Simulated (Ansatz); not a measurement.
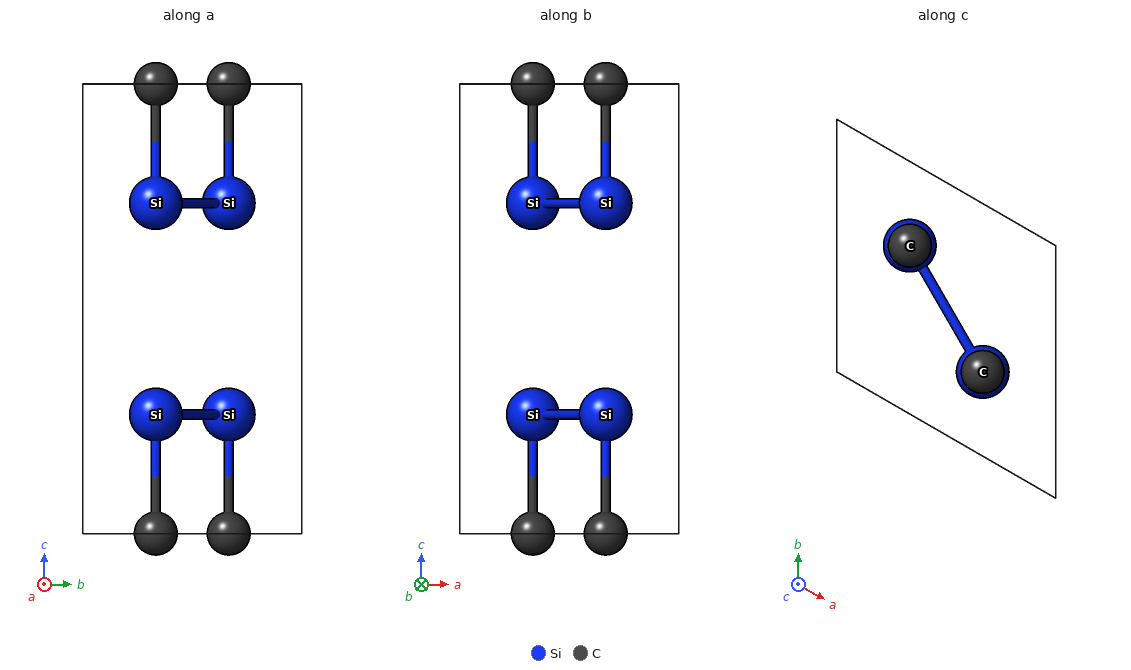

The crystal in a ball-and-stick representation, seen along the a axis, along the b axis and along the c axis. The lines enclose the conventional unit cell; boundary atoms appear with their images.

Lattice parameters: a = 4.0372 Å, b = 4.0372 Å, c = 7.1862 Å, α = 90.000°, β = 90.000°, γ = 120.000°.

### Reconstruct the structure as a CIF with its space group and independent sites, with free fractional coordinates to two decimals.

```cif
data_structure
_symmetry_space_group_name_H-M 'P 6/m m m'
_symmetry_Int_Tables_number 191
_cell_length_a 4.0372
_cell_length_b 4.0372
_cell_length_c 7.1862
_cell_angle_alpha 90.000
_cell_angle_beta 90.000
_cell_angle_gamma 120.000
_cell_volume 101.44
loop_
_atom_site_label
_atom_site_type_symbol
_atom_site_symmetry_multiplicity
_atom_site_Wyckoff_symbol
_atom_site_fract_x
_atom_site_fract_y
_atom_site_fract_z
_atom_site_occupancy
Si1 Si 4 h 0.3333 0.6667 0.74 1
C1 C 2 c 0.3333 0.6667 0.00 1
```

The structure comes from a structure type filled with these elements by a generator (whether the compound takes this form wasn't checked). The geometry was optimised with Ansatz 0.2.0, DFT PBE, scalar-relativistic, plane waves, PAW.
